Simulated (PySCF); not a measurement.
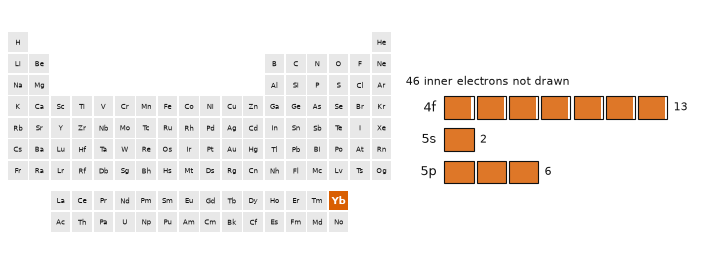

Left, the place of ytterbium in the periodic table; right, the outer shells of the nominal configuration: a box for each of the 2l + 1 orbitals, shaded by the share of the shell that is filled, with the electron count at the right.

Atomic calculation, with input and output: Yb³⁺

System: Yb³⁺, configuration 1s2 2s2 2p6 3s2 3p6 3d10 4s2 4p6 4d10 4f13 5s2 5p6, multiplicity 2.
Method: unrestricted M06-L, ANO-RCC-VTZP, spin-free X2C-1e, Gaussian nucleus (PySCF).

**Input**
```python
from pyscf import gto, scf, dft, mp, cc
import basis_set_exchange as bse
mol = gto.M(atom="Yb 0 0 0", charge=3, spin=1, symmetry="D2h",
            basis=gto.basis.parse(bse.get_basis("ANO-RCC-VTZP", elements=["Yb"], fmt="nwchem")),
            nucmod="G")
mf = dft.UKS(mol, xc="M06L").sfx2c1e()
mf.irrep_nelec = {'Ag': (9, 9), 'B1g': (2, 2), 'B2g': (2, 2), 'B3g': (2, 2), 'Au': (1, 1), 'B1u': (6, 6), 'B2u': (6, 6), 'B3u': (6, 5)}
mf.kernel()
```

The script is an equivalent of what the driver set up; the driver started from orbitals of its own, so the log can be shorter than this script's would be, and it computed the properties (radii, ⟨L²⟩, response) afterwards. It held the occupations shell by shell, which the script's counts by irreducible representation don't always enforce.

Hardware: 1 CPU thread, shared host.

**Output (extracts)**
```
damping factor = 0
level_shift factor = 0
DIIS = <class 'pyscf.scf.diis.CDIIS'>
diis_start_cycle = 1
diis_space = 10
diis_damp = 0
SCF conv_tol = 1e-09
SCF conv_tol_grad = None
number electrons alpha = 34  beta = 33
XC functionals = M06L
    Y. Zhao and D. G. Truhlar.,  J. Chem. Phys. 125, 194101 (2006)
    Y. Zhao and D. G. Truhlar.,  J. Chem. Phys. 125, 194101 (2006)
    Y. Zhao and D. G. Truhlar.,  Theor. Chem. Acc. 120, 215 (2008)
cycle= 1 E= -14057.2965299776  delta_E= -0.0174  |g|= 0.42  |ddm|= 0.195
cycle= 2 E= -14057.242892087  delta_E= 0.0536  |g|= 0.943  |ddm|= 0.201
cycle= 3 E= -14057.311882403  delta_E= -0.069  |g|= 0.0338  |ddm|= 0.127
cycle= 4 E= -14057.3120116207  delta_E= -0.000129  |g|= 0.00246  |ddm|= 0.00751
cycle= 5 E= -14057.3120125274  delta_E= -9.07e-07  |g|= 0.00083  |ddm|= 0.0055
cycle= 6 E= -14057.3120122297  delta_E= 2.98e-07  |g|= 0.000217  |ddm|= 0.00526
cycle= 7 E= -14057.3120122088  delta_E= 2.1e-08  |g|= 4.22e-06  |ddm|= 0.00108
cycle= 8 E= -14057.3120122088  delta_E= -1.09e-11  |g|= 1.58e-06  |ddm|= 6.23e-06
converged SCF energy = -14057.3120122088  <S^2> = 0.75040201  2S+1 = 2.000402
```

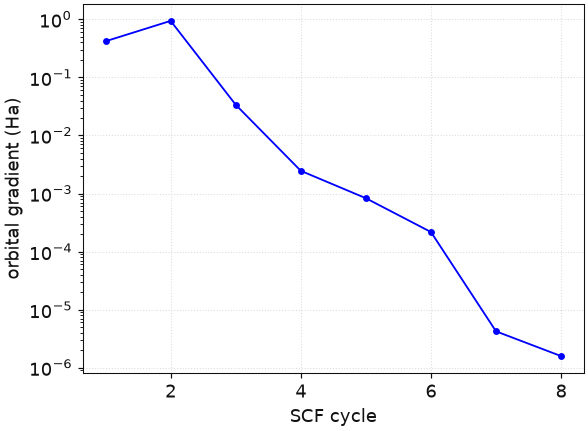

Convergence: orbital gradient against the SCF cycle. The residual comes down, with one marked jump up, by a factor of about 2, at step 2. It goes from 0.42 to 1.6×10⁻⁶ in 8 steps.

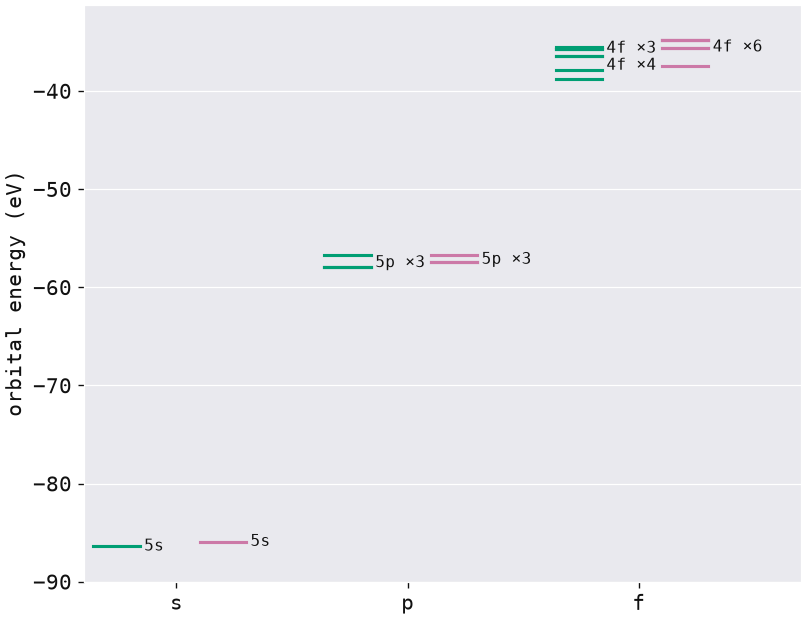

Orbital energies of the mean field, from the top down to −86.4 eV, by angular momentum, α spin at the left of each column and β at the right; ×n counts the orbitals under one label. Empty levels that the record names by l alone aren't drawn. The highest filled orbital is 4f β at −34.8 eV, the lowest empty one f β at −35.1 eV.

**Key numbers**

```tsv
quantity	value
outcome	converged
total energy	−14057.3120 hartree
⟨S²⟩	0.750
⟨L²⟩	12.01
SCF iterations	8
CPU time	8 s (integrals apart)
```

**Notes**

The driver held the occupations shell by shell, and empty f levels lie below the filled 4f.
